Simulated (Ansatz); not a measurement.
System: Cl···NH3 (SMILES [Cl-].N) (charge −1).

Input

```
crystal:
  periodic: [false, false, false]
  atoms:
    - {symbol: Cl, position_ang: [-0.167629, -0.043120, -2.545721]}
    - {symbol: N, position_ang: [-0.130806, 0.216827, 0.796468]}
    - {symbol: H, position_ang: [0.868328, 0.326612, 0.940558]}
    - {symbol: H, position_ang: [-0.326402, -0.749991, 1.037485]}
    - {symbol: H, position_ang: [-0.243591, 0.249671, -0.228789]}
basis:
  gaussian: {orbitals: "def2-TZVPPD.json"}
total_charge: -1
hamiltonian: {xc: pbe0, dispersion: d4}
output: {orbitals: {seedname: orbitals}}
```

Command:

```sh
ansatz run in.yaml --threads 2 --pin off --events-out ev --progress --plain --max-ram 5222MiB
```

Geometry: PBE0-D4/def2-TZVPD.

Theory: RKS PBE0-D4/def2-TZVPPD (Ansatz 0.2.0).

> What will maps of the electron density and electron localisation function show?

N–H (1.02 Å): ρ at the midpoint is about 2.8 e/Å³; the ELF climbs to about 1 towards the hydrogen, as it does in any bond to H: an ordinary covalent bond to hydrogen.

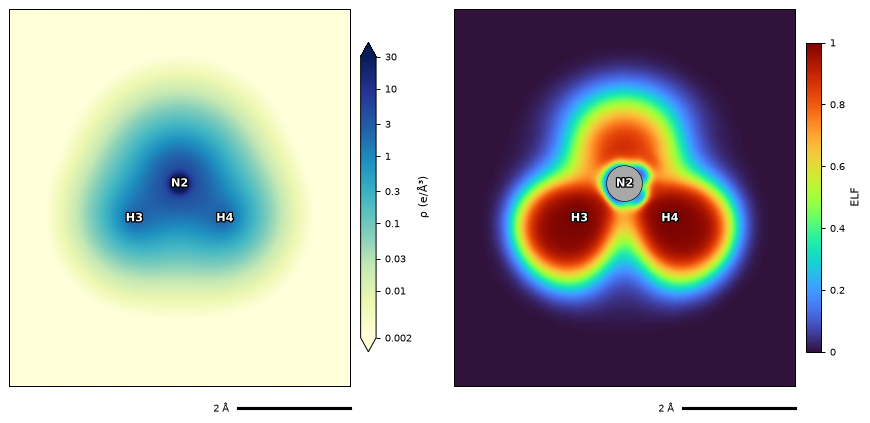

Computed electron density and electron localisation function on the plane of atoms H3, N2 and H4, in this order. Grey discs cover the atomic cores in the ELF map. 
